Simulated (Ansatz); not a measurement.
Consider CH₂FNa (triplet).

```xyz
5

C     0.0091   -0.9825   -0.0928
F    -0.2042    0.3580   -0.0501
Na   -0.2133    2.7121    0.4717
H    -0.8097   -1.5903    0.3188
H     0.7139   -1.3101   -0.8707
```

Geometry: PBE-D3(BJ)/def2-SVP.

Theory: isolated molecule in a Gaussian basis; Kohn-Sham density functional theory, functional PBE0 (Ansatz 0.2.0).

> Predict the electron density, electron localisation function and spin density between the atoms.

C–F (1.36 Å): ρ is about 2.2 e/Å³ halfway, with its minimum of 1.7 e/Å³ about 0.5 Å from C; the ELF peaks at about 0.85 between the atoms, as expected for a shared but strongly polarised pair.
Na–F (2.41 Å): ρ is about 0.09 e/Å³ halfway; the ELF is about 0 at the midpoint: a closed-shell, largely ionic contact.
The unpaired spin (2 electrons) lies mostly on Na3 (about 0.9), C1 (about 0.8) and F2 (about 0.1), in electrons by Hirshfeld's partition.

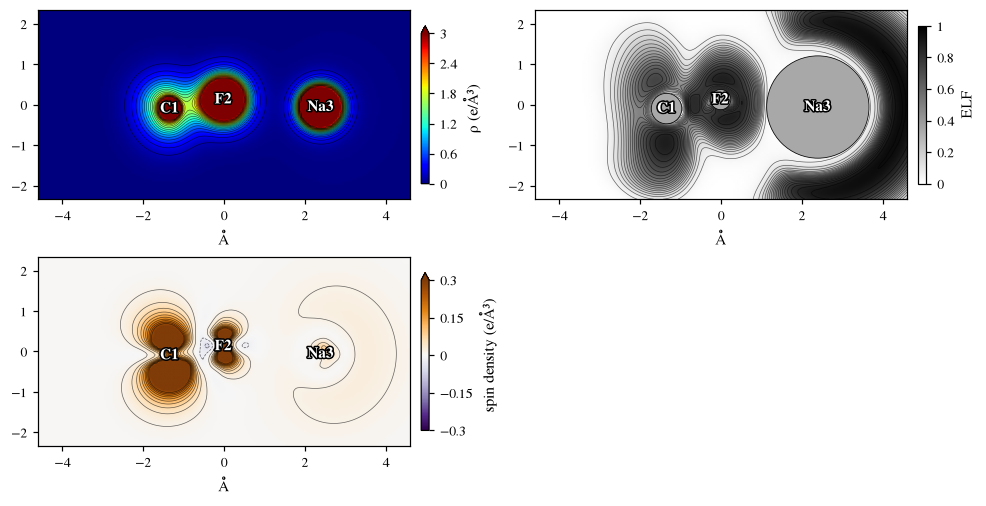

Computed electron density, electron localisation function and spin density on the plane of atoms C1, F2 and Na3, in this order. Grey discs cover the atomic cores in the ELF map. 
